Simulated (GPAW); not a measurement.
Consider BaLiF3 (Pm-3m).

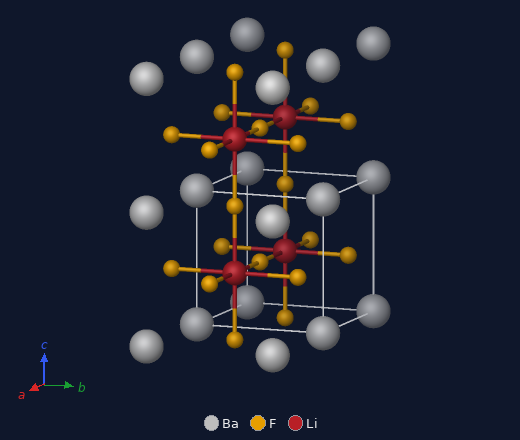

The structure (barium light grey, fluorine orange, lithium red). 2×1×2 cells are drawn. Some periodic images of atoms are drawn too.

```xyz
5
Lattice="3.9886 0.0000 0.0000 0.0000 3.9886 0.0000 0.0000 0.0000 3.9886" Properties=species:S:1:pos:R:3 pbc="T T T"
Ba    0.0000    0.0000    0.0000
F     1.9943    0.0000    1.9943
F     1.9943    1.9943    0.0000
F     0.0000    1.9943    1.9943
Li    1.9943    1.9943    1.9943
```

Absorber: atom 5, with 6 F at 1.99 Å (octahedral, site symmetry m-3m). Method: GPAW, LDA, full core hole (charged cell), 10-atom cell with 5.6 Å between holes, 6×6×6 k points, dipole transitions, Gaussian full width 0.9 eV up to 4 eV, rising linearly to 3.5 eV at 25 eV.

**Question.** Where do the maxima of the Li K edge fall?

Main maxima up to 24 eV above the zero (height): 3.6 eV (1.79), 5.5 eV (6.11), 9.3 eV (0.64), 12.6 eV (0.56) and 15.9 eV (0.57). A K edge sees empty p states on the absorber. The total-energy difference plus the lowest empty eigenvalue puts the zero at 59.20 eV. One term is added: -3.34 eV, since the hole is spin-paired here and a spin-polarised one costs that much less in the free atom (computed apart). The photon energy is then 55.86 eV. The tabulated edge of the element is 54.7 eV. The functional and the charged cell's background leave an error in such absolute values: in the free atom LDA prices this hole 1.0 eV below PBE (computed apart), and PBE is itself good to a few eV.

The Li K spectrum (energy from the lowest empty level; intensity scaled to a mean of 1 over the first 20 eV):

```csv
E (eV),intensity
-2.0,0.00
-0.5,0.00
1.0,0.30
2.5,1.47
4.0,1.65
5.5,6.11
7.0,0.72
8.5,0.45
10.0,0.51
11.5,0.44
13.0,0.54
14.5,0.45
16.0,0.57
17.5,0.44
19.0,0.37
20.5,0.32
22.0,0.31
23.5,0.30
25.0,0.29
26.5,0.28
28.0,0.30
29.5,0.31
```

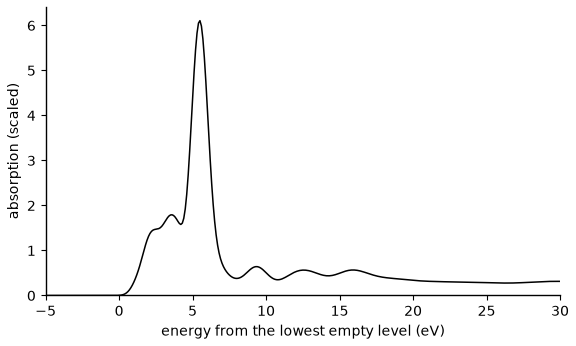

The Li K edge.

The holes are only 5.6 Å apart, so the shape is probably not converged with cell size; no larger cell was run here. The mesh is coarse (0.26 Å⁻¹ between points), so small maxima may be mesh ripples. The structure is a computed Materials Project entry and may be a hypothetical form.

[Banner, clock and machine lines of the logs are left out without a mark of their own.]

[Logs are printed without paths, hosts, clocks, repeated set-up lines and the standing remarks that a program may print on its own settings, such as how far it seeks lower states.]

[Hosts, paths, dates, database ids (printed as entryN), source tags and the programs' standing remarks are cut or masked in the printed files.]

[Lists of maxima count a maximum above −3 eV only where it reaches 4 % of the highest in the window and stands out from its surroundings by 2 % of it (1.5 % where it reaches 55 %); shoulders and weaker maxima are passed over, and of the rest the first, up to two pre-edge ones and the few strongest are named.]
